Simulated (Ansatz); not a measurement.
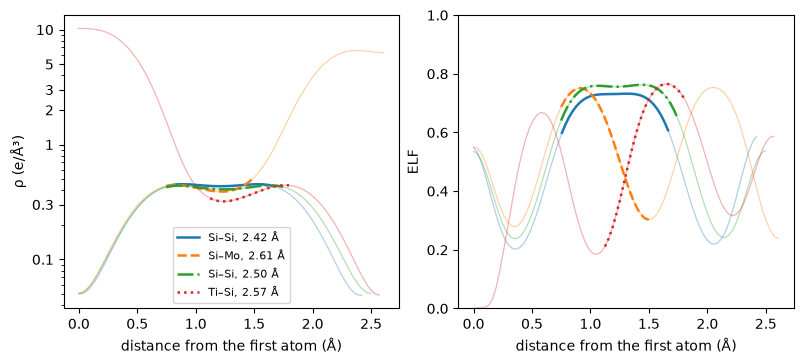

Figure 1: TiSi$_{4}$Mo. Valence charge density (pseudo) and electron localisation function along straight lines between neighbouring atoms. Thin, pale parts lie inside the atomic spheres.

Space group Amm2; a structure generated by program, which may or may not match a known phase; computed without spin polarisation.

Level of theory: DFT PBE, scalar-relativistic, plane waves, PAW in Ansatz.

The density is the valence pseudo-density of a PAW calculation; it isn't the true density close to the nuclei.

```
Ti Si Mo
1.0
     3.56862    0.00000    0.00000
     0.00000    3.48859    0.00000
     0.00000    0.00000   13.77676
Ti Si Mo
2 8 2
Direct
  0.50000 0.50000 0.39275
  0.50000 0.00000 0.89275
  0.50000 0.50000 0.05567
  0.50000 0.00000 0.55567
  0.00000 0.00000 0.43706
  0.00000 0.50000 0.93706
  0.50000 0.00000 0.25048
  0.50000 0.50000 0.75048
  0.00000 0.50000 0.25356
  0.00000 0.00000 0.75356
  0.00000 0.00000 0.11048
  0.00000 0.50000 0.61048
```

Question: Compare the contacts.

Answer: Si–Si (2.42 Å): ρ at the midpoint is about 0.43 e/Å³; the ELF peaks at about 0.75 between the atoms.
Si–Mo (2.61 Å): ρ is about 0.4 e/Å³ halfway; the ELF peaks at about 0.75 in the valence shell of Si, 0.9 Å from its nucleus, and is about 0.45 at the midpoint.
Si–Si (2.50 Å): ρ is about 0.41 e/Å³ halfway; the ELF peaks at about 0.75 between the atoms.
Ti–Si (2.57 Å): ρ at the midpoint is about 0.32 e/Å³; the ELF peaks at about 0.75 in the valence shell of Si, 0.9 Å from its nucleus, and is about 0.40 at the midpoint.
